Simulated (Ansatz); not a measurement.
**CH₄FS radical: search for a transition state**

Is there a first-order saddle for this hydrogen abstraction, which should form H1–S4 and break H1–C2, and which two structures does it connect?

Computed with Ansatz 0.2.0, Gaussian basis. Level: PBE0-D4, def2-SVP first, then def2-TZVP.

152 further runs of the same task are left out: 152 set aside as unsound or not needed. Runs told in other sessions of the task aren't counted.

### 1 The system as given

The guess: 7 atoms, charge 0, spin multiplicity 2.

Atoms are counted from 1 here; the program's logs count them from 0.

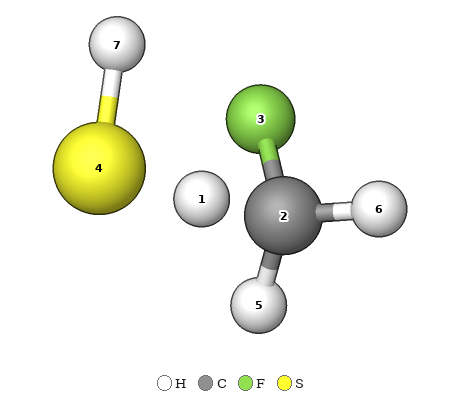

Start geometry, drawn with hydrogen white, carbon grey, fluorine green, sulfur yellow; atoms are numbered from 1 in the order of the file.

Geometry (Å):

```xyz
7
charge 0, multiplicity 2
H    -0.4650    0.1673   -0.0912
C     0.3745   -0.8378    0.3650
F     1.5006   -0.7435   -0.3631
S    -1.4754    1.5358   -0.6642
H    -0.1304   -1.7761    0.1684
H     0.5773   -0.6194    1.4082
H    -0.3816    2.2737   -0.8232
```

Distances that are to change: H1–S4 1.80 Å, H1–C2 1.39 Å.

### 2 Constrained relaxation of the guess

Contents of hold/in.yaml:

```yaml
crystal:
  periodic: [false, false, false]
  atoms:
    - {symbol: H, position_ang: [-0.465000, 0.167300, -0.091200]}
    - {symbol: C, position_ang: [0.374500, -0.837800, 0.365000]}
    - {symbol: F, position_ang: [1.500600, -0.743500, -0.363100]}
    - {symbol: S, position_ang: [-1.475400, 1.535800, -0.664200]}
    - {symbol: H, position_ang: [-0.130400, -1.776100, 0.168400]}
    - {symbol: H, position_ang: [0.577300, -0.619400, 1.408200]}
    - {symbol: H, position_ang: [-0.381600, 2.273700, -0.823200]}
basis:
  gaussian: {orbitals: def2-SVP}
magnetization: {spin_polarized: true, initial_magnetization: 1}
hamiltonian: {xc: pbe0, dispersion: d4}
relax: {f_tol: 0.04, max_steps: 150, escape_saddle: false, constraints: [{distance: [0, 3]}, {distance: [0, 1]}]}
```

Started as:

```console
$ ansatz run in.yaml --threads 4 --pin off --events-out ev --progress --plain --max-ram 9574MiB
```

Output, shortened:

```text
Functional definition: PBE0
  name "PBE0"
  cite "Adamo & Barone, J. Chem. Phys. 110, 6158 (1999) doi:10.1063/1.478522"
  cite "Perdew, Burke & Ernzerhof, Phys. Rev. Lett. 77, 3865 (1996) doi:10.1103/PhysRevLett.77.3865"
  parent pbe
[...]
695 factors; integrals over basis functions are off by at most 3.2e-4 eV
[...]
mean field -14638.02014156 eV, -537.9373181961 hartree, gradient 2.4e-5 eV, S^2 0.760828; 2 other end points of the search recorded, 0 dependent functions left out
[...]
reference -14638.02016063 eV, -537.9373188966 hartree; 18, 17 occupied and 48, 49 virtual orbitals, 695 factors
relax step   1: F+E_penalty+E_count = -14638.08580802 eV  Δ(F+E_penalty+E_count) = +0.000e0 eV  max|allowed force component| = 7.792e-1 eV/Å  Δτ_max = 0.0000 Å  (48 SCF iters, accepted)
[...]
relax step   4: F+E_penalty+E_count = -14638.12063563 eV  Δ(F+E_penalty+E_count) = -1.879e-3 eV  max|allowed force component| = 1.388e-1 eV/Å  Δτ_max = 0.0540 Å  (37 SCF iters, accepted)
[...]
relax step   7: F+E_penalty+E_count = -14638.12274430 eV  Δ(F+E_penalty+E_count) = -7.545e-4 eV  max|allowed force component| = 2.002e-1 eV/Å  Δτ_max = 0.0952 Å  (37 SCF iters, accepted)
[...]
relax step  10: F+E_penalty+E_count = -14638.12543859 eV  Δ(F+E_penalty+E_count) = -5.198e-4 eV  max|allowed force component| = 1.284e-1 eV/Å  Δτ_max = 0.1026 Å  (36 SCF iters, accepted)
[...]
relax step  11: F+E_penalty+E_count = -14638.12603636 eV  Δ(F+E_penalty+E_count) = -5.978e-4 eV  max|allowed force component| = 7.456e-2 eV/Å  Δτ_max = 0.0311 Å  (37 SCF iters, accepted)
[...]
relax step  12: F+E_penalty+E_count = -14638.12633738 eV  Δ(F+E_penalty+E_count) = -3.010e-4 eV  max|allowed force component| = 1.695e-3 eV/Å  Δτ_max = 0.0111 Å  (30 SCF iters, accepted)
  distance H 0 - S 3 held at 1.795001 Å   reaction = +4.6363e-1 eV/Å
  distance H 0 - C 1 held at 1.386761 Å   reaction = +2.2800e0 eV/Å
695 factors; integrals over basis functions are off by at most 3.7e-4 eV
[...]
mean field -14638.05893795 eV, -537.9387439368 hartree, gradient 2.0e-5 eV, S^2 0.760783; 3 other end points of the search recorded, 0 dependent functions left out
[...]
reference -14638.05895684 eV, -537.9387446311 hartree; 18, 17 occupied and 48, 49 virtual orbitals, 695 factors
Total energy: -14638.12635627 eV, -537.9412215146 hartree
Atom 0 at    -0.566779     0.187081     0.110945 Å, force     1.322881    -1.248253     0.256228 eV/Å
Atom 1 at     0.374384    -0.800850     0.358551 Å, force    -1.545677     1.625209    -0.408239 eV/Å
Atom 2 at     1.490510    -0.500717    -0.313759 Å, force    -0.001596     0.000422     0.000958 eV/Å
Atom 3 at    -1.435113     1.644570    -0.475359 Å, force     0.225145    -0.376197     0.152140 eV/Å
Atom 4 at    -0.097883    -1.723401    -0.009855 Å, force     0.000254    -0.000272     0.000350 eV/Å
Atom 5 at     0.523218    -0.767074     1.447869 Å, force    -0.000772    -0.000783    -0.000280 eV/Å
Atom 6 at    -0.288337     1.960390    -1.118492 Å, force    -0.000235    -0.000125    -0.001158 eV/Å
Dipole moment:     0.127440    -0.304130     0.153000 e Å
```

Run time: 6 s. Hardware: 4 threads of AMD EPYC 9R45, shared host.

Relaxation path: (the energy doesn't fall at every step)

| step | energy from step 1 (eV) | largest force component (eV/Å) |
| --- | --- | --- |
| 1 | 0.0000 | 0.7792 |
| 2 | -0.0289 | 0.3139 |
| 3 | -0.0329 | 0.1786 |
| 4 | -0.0348 | 0.1388 |
| 5 | -0.0362 | 0.0098 |
| 6 | -0.0170 | 0.8269 |
| 7 | -0.0369 | 0.2002 |
| 8 | -0.0384 | 0.0975 |
| 9 | -0.0391 | 0.0311 |
| 10 | -0.0396 | 0.1284 |
| 11 | -0.0402 | 0.0746 |
| 12 | -0.0405 | 0.0017 |

Close pairs (by a distance rule), those that changed most:

| bond | before (Å) | after (Å) | change (Å) |
| --- | --- | --- | --- |
| S4–H7 | 1.329 | 1.352 | +0.023 |
| C2–H5 | 1.084 | 1.100 | +0.016 |
| C2–H6 | 1.085 | 1.100 | +0.015 |
| C2–F3 | 1.344 | 1.337 | -0.007 |

### 3 A starting Hessian

Contents of hessian/in.yaml:

```yaml
crystal:
  periodic: [false, false, false]
  atoms:
    - {symbol: H, position_ang: [-0.566779, 0.187081, 0.110945]}
    - {symbol: C, position_ang: [0.374384, -0.800850, 0.358551]}
    - {symbol: F, position_ang: [1.490510, -0.500717, -0.313759]}
    - {symbol: S, position_ang: [-1.435113, 1.644570, -0.475359]}
    - {symbol: H, position_ang: [-0.097883, -1.723401, -0.009855]}
    - {symbol: H, position_ang: [0.523218, -0.767074, 1.447869]}
    - {symbol: H, position_ang: [-0.288337, 1.960390, -1.118492]}
basis:
  gaussian: {orbitals: def2-SVP}
magnetization: {spin_polarized: true, initial_magnetization: 1}
hamiltonian: {xc: pbe0, dispersion: d4}
phonons: {}
scf: {lower_state_search: off}
```

Started as:

```console
$ ansatz run in.yaml --threads 4 --pin off --events-out ev --progress --plain --max-ram 9574MiB
```

Output, shortened:

```text
[... 5 set-up lines as earlier in the session ...]
[...]
697 factors; integrals over basis functions are off by at most 3.7e-4 eV
[...]
mean field -14638.05894277 eV, -537.9387441143 hartree, gradient 4.5e-6 eV, S^2 0.760783; 0 other end points of the search recorded, 0 dependent functions left out
[...]
reference -14638.05896171 eV, -537.9387448100 hartree; 18, 17 occupied and 48, 49 virtual orbitals, 697 factors
[... from here to the last solve, the lines of the solves are left out (41 solves) ...]
697 factors; integrals over basis functions are off by at most 3.7e-4 eV
mean field -14638.05892839 eV, -537.9387435857 hartree, gradient 1.1e-6 eV, S^2 0.760783; 0 other end points of the search recorded, 0 dependent functions left out
[...]
WARN: phonons: modes at or below zero, which the zero-point energy, F, S and C_V leave out: 1, the lowest at -1441.79 cm⁻¹. A minimum has none, and a first-order saddle one
[...]
Total energy: -14638.12636114 eV, -537.9412216935 hartree
Atom 0 at    -0.566779     0.187081     0.110945 Å, force     1.322874    -1.248253     0.256222 eV/Å
Atom 1 at     0.374384    -0.800850     0.358551 Å, force    -1.545711     1.625291    -0.408212 eV/Å
Atom 2 at     1.490510    -0.500717    -0.313759 Å, force    -0.001547     0.000379     0.000922 eV/Å
Atom 3 at    -1.435113     1.644570    -0.475359 Å, force     0.225128    -0.376218     0.152124 eV/Å
Atom 4 at    -0.097883    -1.723401    -0.009855 Å, force     0.000248    -0.000296     0.000341 eV/Å
Atom 5 at     0.523218    -0.767074     1.447869 Å, force    -0.000767    -0.000785    -0.000271 eV/Å
Atom 6 at    -0.288337     1.960390    -1.118492 Å, force    -0.000225    -0.000119    -0.001125 eV/Å
Dipole moment:     0.127440    -0.304131     0.153000 e Å
Vibrations: -1441.79 91.58 121.04 359.55 437.41 517.88 1169.29 1188.89 1202.04 1245.21 1361.05 1491.05 2717.07 3092.37 3207.01 cm⁻¹, zero-point energy 1.128345 eV
Checks for a lower state left out: stability, starts, cluster_reference, orbital_swaps, neighbouring_geometries, increment
```

Run time: 11 s. Hardware: 4 threads of AMD EPYC 9R45, shared host.

The structure is not stationary yet, so these wavenumbers are no spectrum; the search needs only the force constants.

### 4 Saddle search in the small basis

A small driver takes partitioned rational-function steps: uphill along one mode, downhill along the rest. It calls the program once a step for energy and forces and updates the Hessian by Bofill's formula. It stops when the largest force is under 0.04 eV/Å and the followed curvature is negative. The first step's input:

Contents of presaddle/in.yaml:

```yaml
crystal:
  periodic: [false, false, false]
  atoms:
    - {symbol: H, position_ang: [-0.566779, 0.187081, 0.110945]}
    - {symbol: C, position_ang: [0.374384, -0.800850, 0.358551]}
    - {symbol: F, position_ang: [1.490510, -0.500717, -0.313759]}
    - {symbol: S, position_ang: [-1.435113, 1.644570, -0.475359]}
    - {symbol: H, position_ang: [-0.097883, -1.723401, -0.009855]}
    - {symbol: H, position_ang: [0.523218, -0.767074, 1.447869]}
    - {symbol: H, position_ang: [-0.288337, 1.960390, -1.118492]}
basis:
  gaussian: {orbitals: def2-SVP}
magnetization: {spin_polarized: true, initial_magnetization: 1}
hamiltonian: {xc: pbe0, dispersion: d4}
output: {forces: true}
scf: {lower_state_search: light}
```

Started as:

```console
$ ansatz run in.yaml --threads 4 --pin off --events-out ev --progress --plain --max-ram 9574MiB
```

Step by step:

| step | energy (eV) | largest force (eV/Å) | followed curvature (eV/Å²) |
| --- | --- | --- | --- |
| 1 | -14638.12635 | 1.6253 | -12.14 |
| 2 | -14638.19040 | 0.8056 | -11.28 |
| 3 | -14638.04674 | 1.1365 | -5.82 |
| 4 | -14638.05538 | 1.0088 | -5.64 |
| 5 | -14638.08084 | 0.2517 | -6.40 |
| 6 | -14638.08708 | 0.0818 | -6.67 |
| 7 | -14638.08846 | 0.1313 | -6.70 |
| 8 | -14638.08649 | 0.2834 | -6.65 |
| 9 | -14638.08561 | 0.2860 | -6.61 |
| 10 | -14638.08600 | 0.1672 | -5.60 |
| 11 | -14638.08740 | 0.1252 | -5.64 |
| 12 | -14638.08850 | 0.0701 | -5.71 |
| 13 | -14638.08905 | 0.0374 | -5.59 |

The 13 steps took 6.1 s in all (4 threads of AMD EPYC 9R45, shared host).

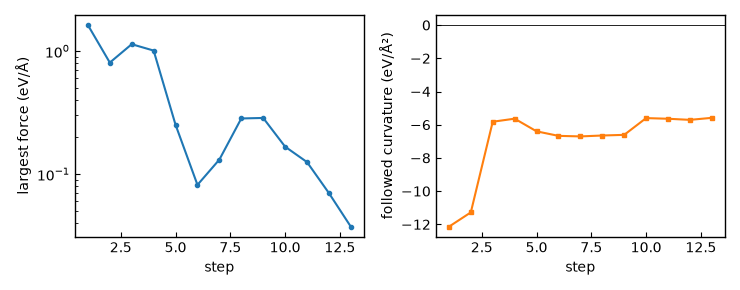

Largest force and followed curvature during the search.

### 5 Saddle search in triple zeta

The search itself is an outer loop (partitioned rational-function steps, Bofill update of the Hessian). Each step is one single-point run with forces. It stops when the largest force is under 0.01 eV/Å and the followed curvature is negative. The first step's input:

Contents of saddle/in.yaml:

```yaml
crystal:
  periodic: [false, false, false]
  atoms:
    - {symbol: H, position_ang: [-0.613016, 0.360602, 0.040127]}
    - {symbol: C, position_ang: [0.415281, -0.838030, 0.362978]}
    - {symbol: F, position_ang: [1.535802, -0.537434, -0.280969]}
    - {symbol: S, position_ang: [-1.362444, 1.530812, -0.361966]}
    - {symbol: H, position_ang: [-0.126408, -1.693015, -0.062016]}
    - {symbol: H, position_ang: [0.488818, -0.743484, 1.452739]}
    - {symbol: H, position_ang: [-0.338033, 1.920549, -1.150992]}
basis:
  gaussian: {orbitals: def2-TZVP}
magnetization: {spin_polarized: true, initial_magnetization: 1}
hamiltonian: {xc: pbe0, dispersion: d4}
output: {forces: true}
scf: {lower_state_search: light}
```

Started as:

```console
$ ansatz run in.yaml --threads 4 --pin off --events-out ev --progress --plain --max-ram 9574MiB
```

The driver's record:

| step | energy (eV) | largest force (eV/Å) | followed curvature (eV/Å²) |
| --- | --- | --- | --- |
| 1 | -14646.47804 | 0.3869 | -5.59 |
| 2 | -14646.48163 | 0.1009 | -4.66 |
| 3 | -14646.48154 | 0.1247 | -4.49 |
| 4 | -14646.48282 | 0.0345 | -4.60 |
| 5 | -14646.48293 | 0.0179 | -4.72 |
| 6 | -14646.48298 | 0.0123 | -4.76 |
| 7 | -14646.48299 | 0.0028 | -4.58 |

The 7 steps took 4.7 s in all (4 threads of AMD EPYC 9R45, shared host).

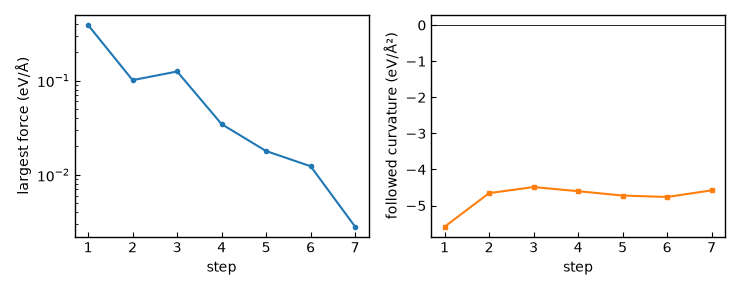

Largest force and followed curvature during the search.

Geometry at the end of the search:

```xyz
7
CH4FS
H    -0.5819    0.3437    0.0297
C     0.4030   -0.8315    0.3651
F     1.5332   -0.5573   -0.2871
S    -1.3677    1.4976   -0.3814
H    -0.1381   -1.6773   -0.0505
H     0.4919   -0.7225    1.4427
H    -0.3403    1.9474   -1.1185
```

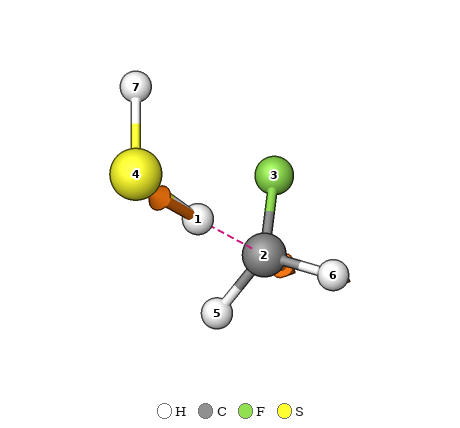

The point found; arrows show the followed mode. Pairs that react are joined by broken lines, hidden where the pair is close enough to be drawn as a bond.

[end of part 1 of 2]
